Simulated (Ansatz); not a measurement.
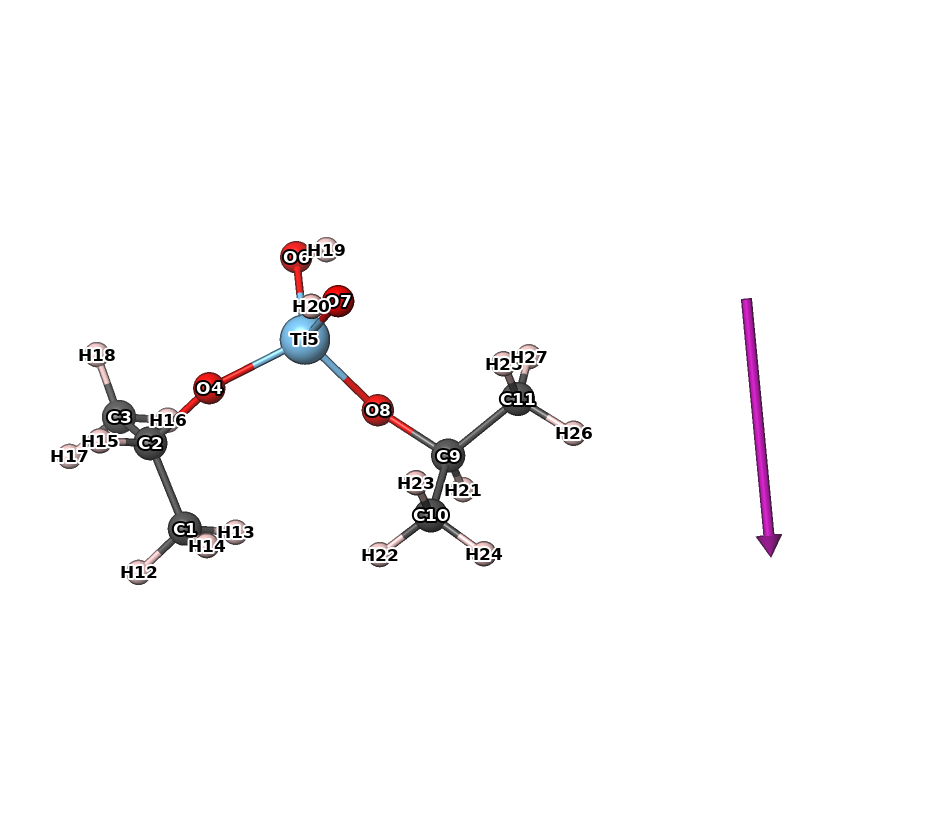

The arrow beside the molecule shows the direction of the dipole moment, from the negative to the positive end (its length means nothing). The species is neutral and a spin singlet. The geometry was computed by an optimisation with PBE0-D4/def2-TZVP. No frequency run is at hand to confirm it as a minimum. Properties computed with RKS PBE-D4/def2-TZVPP (Ansatz 0.2.0).

Estimate the dipole moment.

2.29 D; it points from the side of O6, H19 to the side of H12, H22, H24 (the outermost atoms at the two ends).
